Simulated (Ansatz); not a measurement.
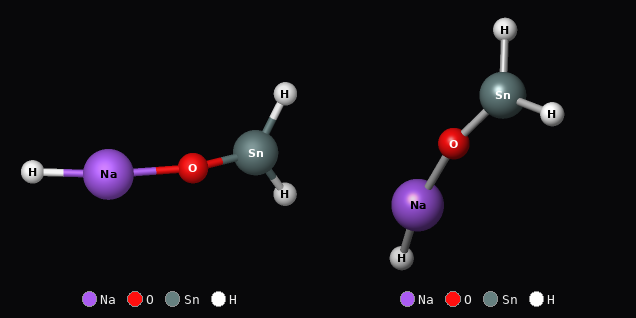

Both panels show the same species.

Give the formula.

H₃NaOSn, 6 atoms: 3 hydrogen, 1 sodium, 1 oxygen and 1 tin.

Count the bonded pairs by element.

2 Sn–H, 1 Na–O, 1 O–Sn, 1 Na–H. Sticks follow a distance rule.

The parts below concern this one geometry. Atoms keep their numbers from picture to picture. The geometry was computed by an optimisation with PBE0-D4/def2-TZVP. No frequency run is at hand to confirm it as a minimum.

### Geometry

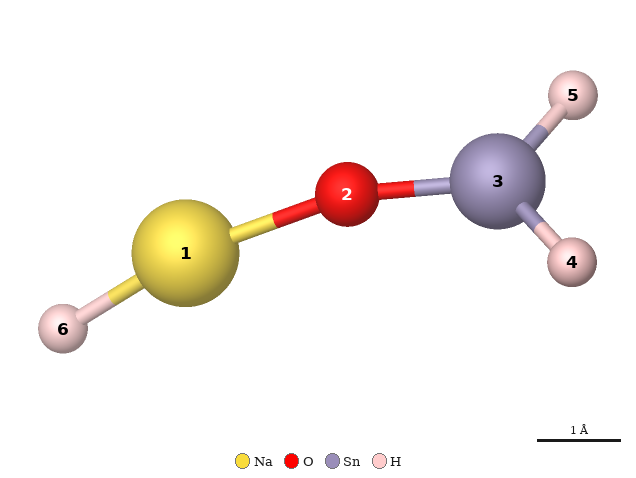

No frequency run is at hand to confirm it as a minimum.

Which atoms are bonded, and how long are the bonds?

```tsv
bond	length (Å)
Na1–O2	2.195
Na1–H6	1.949
O2–Sn3	1.830
Sn3–H4	1.705
Sn3–H5	1.705
```

### Dipole moment

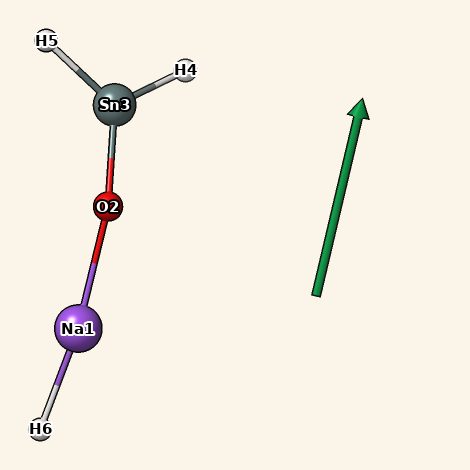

The arrow beside the molecule shows the direction of the dipole moment, from the negative to the positive end (its length means nothing). No frequency run is at hand to confirm it as a minimum. Level of theory: RKS PBE0-D4/def2-TZVP, core potentials on Sn (Ansatz 0.2.0).

Estimate the dipole moment.

11.31 D; it points from the side of H6 to the side of H4, H5 (the outermost atoms at the two ends).

### Electronic properties

No frequency run is at hand to confirm it as a minimum. Properties computed with RKS PBE0-D4/def2-TZVPP, core potentials on Sn (Ansatz 0.2.0).

What is the HOMO energy (Kohn–Sham orbital)?

−4.35 eV.

Estimate the LUMO energy (Kohn–Sham orbital).

−3.52 eV.

### Charges

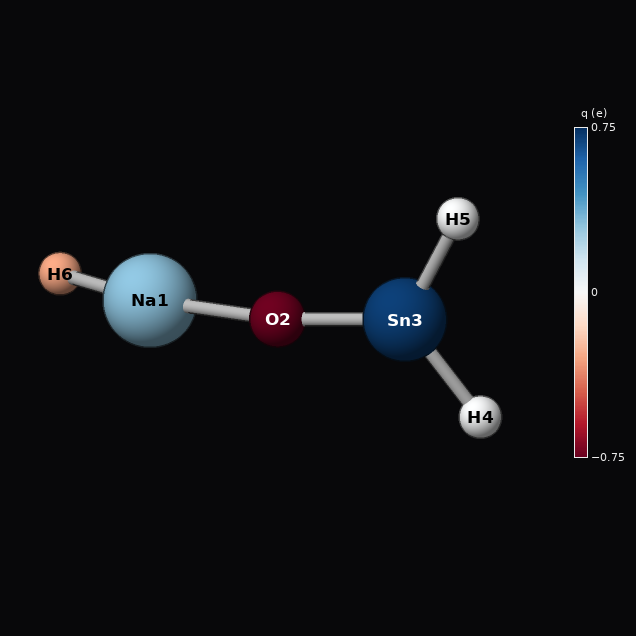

Atoms are coloured by their Mulliken charges. No frequency run is at hand to confirm it as a minimum. Method: RKS PBE0-D4/def2-TZVP, core potentials on Sn (Ansatz 0.2.0).

Which atom carries the highest charge (most positive or least negative)?

Sn3 (0.70 e).

And the lowest?

O2 (−0.73 e).

List the Mulliken charges.

| atom | value (e) |
| --- | --- |
| Na1 | 0.30 |
| O2 | −0.73 |
| Sn3 | 0.70 |
| H4 | 0.01 |
| H5 | 0.01 |
| H6 | −0.30 |

Mulliken values depend strongly on the basis set and can even reverse the polarity of a bond.
